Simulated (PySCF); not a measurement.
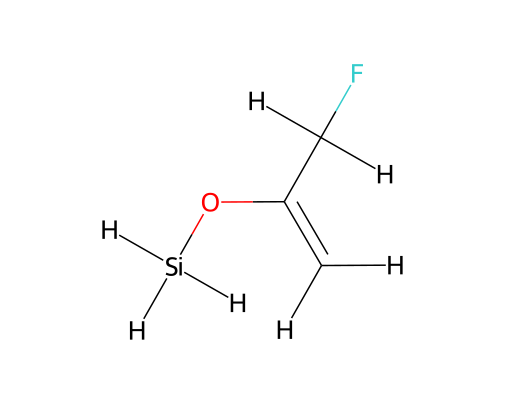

2D structure.

**Give its SMILES.**

C=C(CF)O[SiH3]

**Give the formula, hydrogens included.**

C3H7FOSi.

**An optimisation with GFN2-xTB gave a structure of which point group?**

Cs. Other conformers may differ.

The parts below concern this one geometry. Atoms keep their numbers from picture to picture. The geometry was computed by an optimisation with GFN2-xTB. No frequency run is at hand to confirm it as a minimum.

Geometry

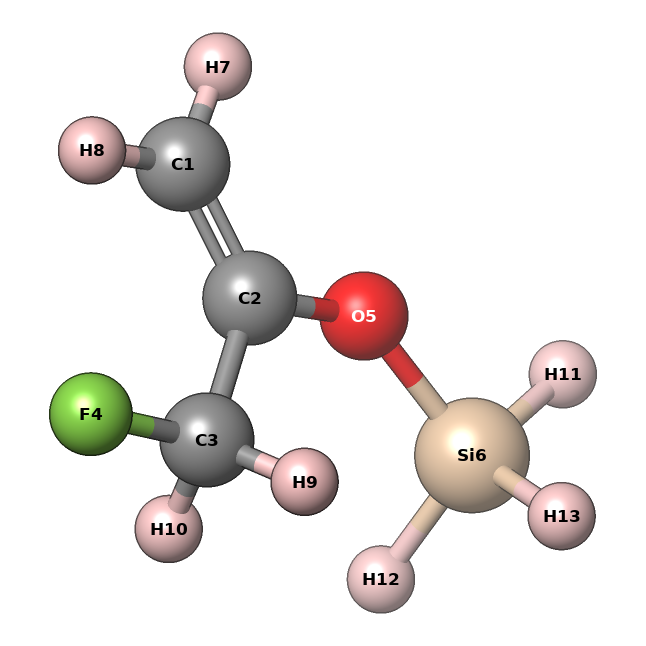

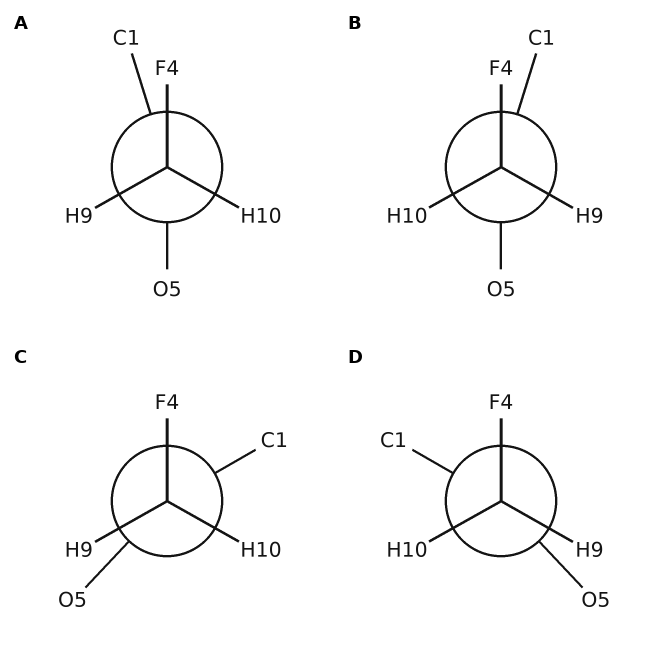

Depth is shown by fading: the farther an atom, the more it takes the colour of the background. Bonds that would overlap in a projection are set slightly apart. No frequency run is at hand to confirm it as a minimum.

**Which Newman projection shows the view along C3–C2, with C3 in front?**

B. The torsion angle F4–C3–C2–O5 is 180°, antiperiplanar (anti).

Electronic properties

No frequency run is at hand to confirm it as a minimum. Properties computed with PBE0/def2-SVPD, gas phase (PySCF 2.14.0). Excitations: vertical, linear response.

**Give the mean static polarisability at this level.**

68.2 bohr³.

**What is the dipole moment?**

1.93 D.

**What is the lowest vertical singlet excitation?**

5.72 eV.

**What is the brightest of the 6 lowest singlets?**

6.85 eV.

Bond orders

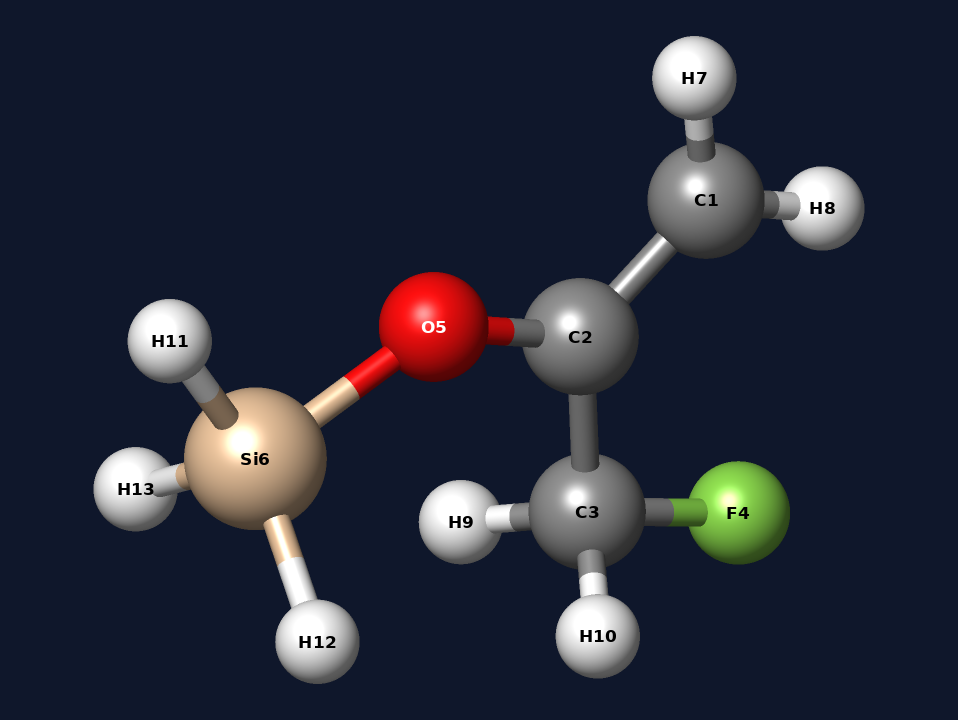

Every bond is drawn as one stick. No frequency run is at hand to confirm it as a minimum. Level of theory: PBE0/pcSseg-1 (PySCF 2.14.0).

**Which bond has the highest Mayer bond order?**

C1–C2, 1.91, at a length of 1.325 Å.

List the Mayer bond orders of C1–C2, C1–H7, C1–H8, C2–C3, C2–O5, C3–F4, C3–H9, O5–Si6, Si6–H11, Si6–H12 (one bond of each equivalent set).

```tsv
bond	Mayer order	length (Å)
C1–C2	1.91	1.325
C1–H7	0.95	1.074
C1–H8	0.94	1.073
C2–C3	1.01	1.506
C2–O5	0.94	1.348
C3–F4	0.91	1.366
C3–H9	0.93	1.097
O5–Si6	0.92	1.624
Si6–H11	0.95	1.452
Si6–H12	0.92	1.465
```

Quadrupole coupling

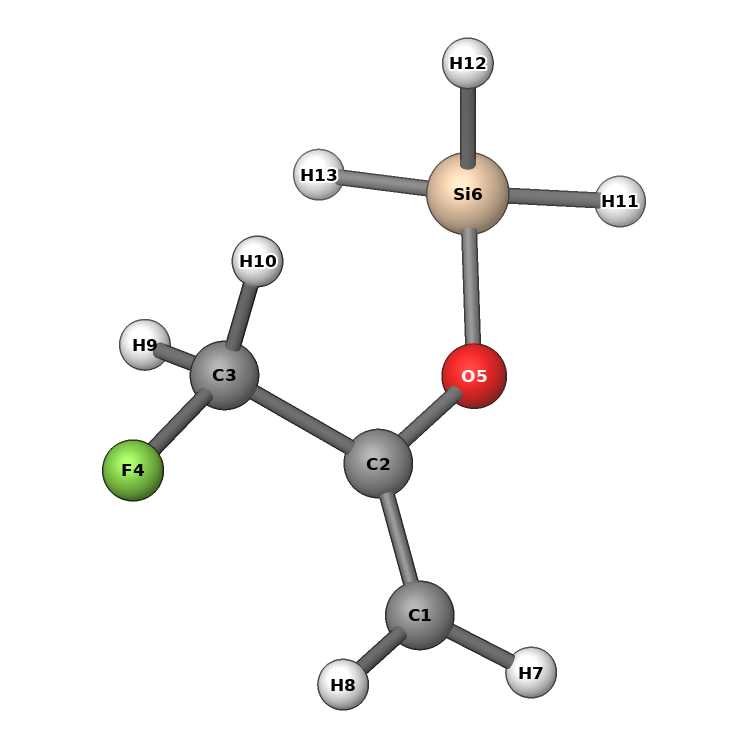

No frequency run is at hand to confirm it as a minimum. Electric field gradients from the ground-state density, PBE0/pcSseg-1 (PySCF 2.14.0), non-relativistic apart from any core potentials.

Give the largest field-gradient component, the quadrupole coupling constant and the asymmetry for 17O at O5 (Q = −25.6 mb), 2H at H7 (Q = 2.86 mb), 2H at H8 (Q = 2.86 mb), 2H at H9 (Q = 2.86 mb), 2H at H11 (Q = 2.86 mb).

```
atom  V_zz (a.u.)  e²qQ/h (MHz)     η
  O5        1.635         −9.83  0.09
  H7        0.345         0.232  0.06
  H8        0.344         0.231  0.07
  H9        0.283         0.190  0.10
 H11        0.168         0.113  0.02
```

The geometry is semi-empirical. Around Si such bond lengths and angles can be off by a tenth of an ångström or more and by several degrees, and values that hang on the shape move with them.
